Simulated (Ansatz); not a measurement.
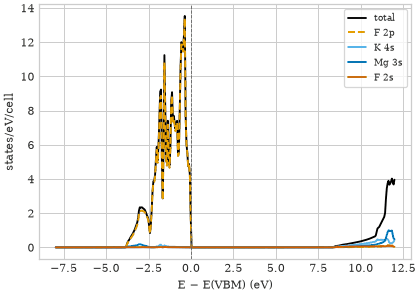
Figure: Total and projected density of states of KMgF3 (cubic perovskite, space group No. 221), DFT-r²SCAN in the program Ansatz with PAW potentials

Problem. Which orbitals carry the states next to the gap?

Solution. Top 1 eV of the valence band: F 2p 99 %. Bottom 1 eV of the conduction band: K 4s 53 %, Mg 3s 21 %, F 2s 20 %. Projections are on Löwdin-orthogonalised atomic valence shells; empty p or d shells of many metals are not among them.

Problem. Where is the tallest occupied peak in this window, and what makes it?

Solution. Near -0.4 eV, about 14 states/eV per cell; the largest projected share is F 2p.

Space group Pm-3m (cubic perovskite). Symmetry was held in the r²SCAN relaxation; phonons on a q-mesh show no instability.

Potentials: the later of the program's two PAW sets.
